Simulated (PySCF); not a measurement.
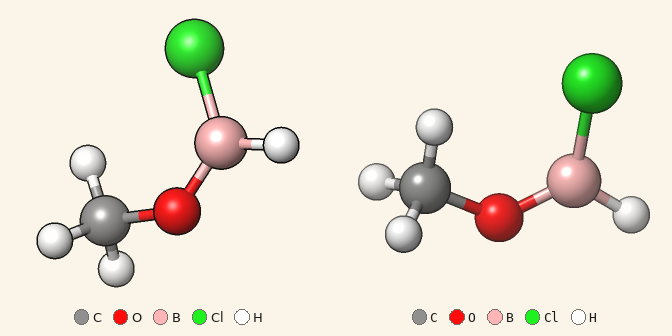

Two views of one molecule.

Computed geometry: PBE0-D3(BJ)/def2-SVP optimisation. No frequency run is at hand to confirm it as a minimum.

Description:

Formula CH4BClO. As SMILES it reads `COBCl`. It has no ring. Among its groups: B–H bond. This geometry has Cs symmetry. Coordination: 1 C tetrahedral; 1 O bent; 1 B trigonal planar.

The parts below concern this one geometry. Atoms keep their numbers from picture to picture.

Shape

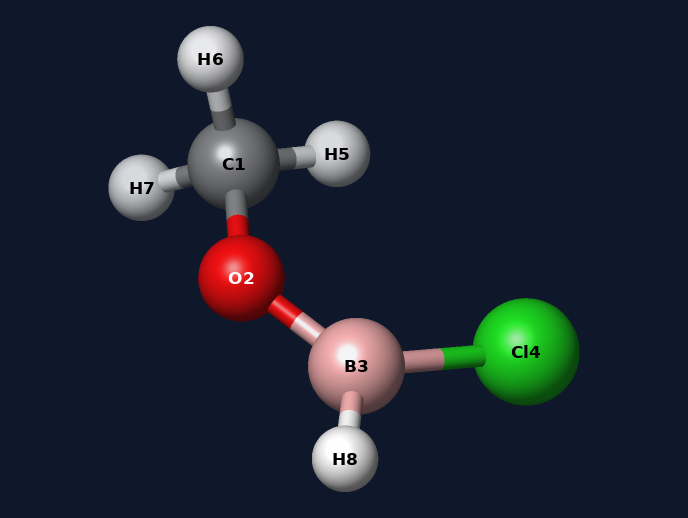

Numbered structure. No frequency run is at hand to confirm it as a minimum.

Which atoms are bonded, and how long are the bonds?

```
  bond  length (Å)   order
 C1–O2       1.408  single
 C1–H5       1.100  single
 C1–H6       1.100  single
 C1–H7       1.100  single
 O2–B3       1.333  single
B3–Cl4       1.773  single
 B3–H8       1.203  single
```

Core levels

No frequency run is at hand to confirm it as a minimum. Properties computed with delta-SCF UKS SCAN, pcX-2 on the ionised atom, pcseg-1 elsewhere, spin-free X2C (PySCF 2.14.0).

Give the core-electron binding energies (to vacuum; p and d levels without spin–orbit splitting) of C1 1s, O2 1s, B3 1s, Cl4 1s, Cl4 2p.

| atom | level | binding energy (eV) |
| --- | --- | --- |
| C1 | 1s | 292.9 |
| O2 | 1s | 539.5 |
| B3 | 1s | 197.9 |
| Cl4 | 1s | 2828.8 |
| Cl4 | 2p | 206.8 |

Dipole moment

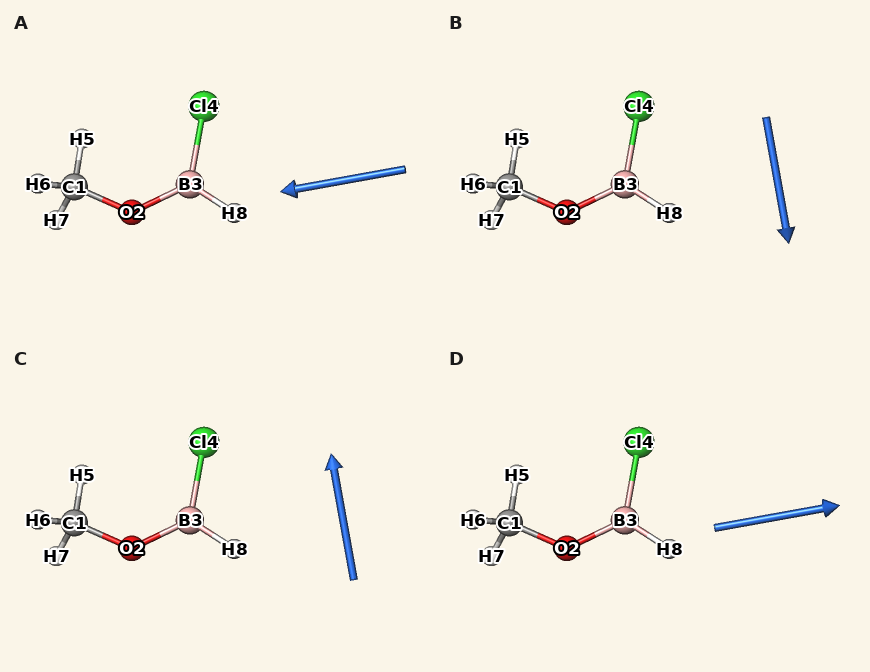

The same molecule four times, each with an arrow. No frequency run is at hand to confirm it as a minimum. Properties computed with PBE0/pcSseg-1 in chloroform (IEF-PCM) (PySCF 2.14.0).

> Which arrow points along the dipole moment, from the negative to the positive end?

A. The dipole moment is 2.20 D; it points from the side of H8 to the side of H6, H7 (the outermost atoms at the two ends).

NMR shielding

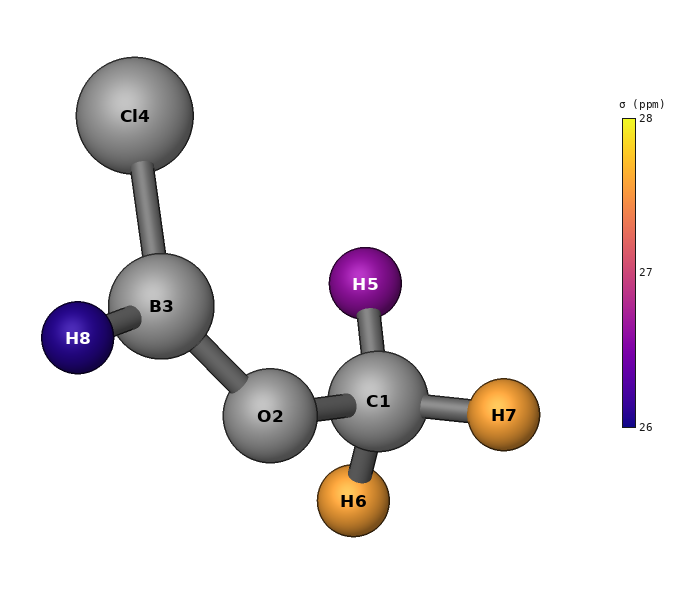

Atoms are coloured by their isotropic NMR shieldings (H only, the others grey). No frequency run is at hand to confirm it as a minimum. Properties computed with GIAO PBE0/pcSseg-1 NMR shielding, non-relativistic, gas phase (PySCF 2.14.0).

List the isotropic NMR shieldings of the H atoms.

| atom | σ (ppm) |
| --- | --- |
| H5 | 26.62 |
| H6 | 27.59 |
| H7 | 27.58 |
| H8 | 26.08 |

Levels of theory compared

No frequency run is at hand to confirm it as a minimum. Program: PySCF 2.14.0.

At this fixed geometry, give HOMO–LUMO gap (eV) at these levels: B3LYP/def2-SVPD; B3LYP/def2-SVPD in acetone (IEF-PCM); PBE0/pcSseg-1; PBE0/pcSseg-1 in acetone (IEF-PCM); PBE0/pcSseg-1 in chloroform (IEF-PCM); mPW1PW91/pcSseg-2.

```json
{"level": "B3LYP/def2-SVPD", "HOMO–LUMO gap (eV)": "8.11"}
{"level": "B3LYP/def2-SVPD in acetone (IEF-PCM)", "HOMO–LUMO gap (eV)": "8.17"}
{"level": "PBE0/pcSseg-1", "HOMO–LUMO gap (eV)": "8.71"}
{"level": "PBE0/pcSseg-1 in acetone (IEF-PCM)", "HOMO–LUMO gap (eV)": "8.78"}
{"level": "PBE0/pcSseg-1 in chloroform (IEF-PCM)", "HOMO–LUMO gap (eV)": "8.77"}
{"level": "mPW1PW91/pcSseg-2", "HOMO–LUMO gap (eV)": "8.61"}
```
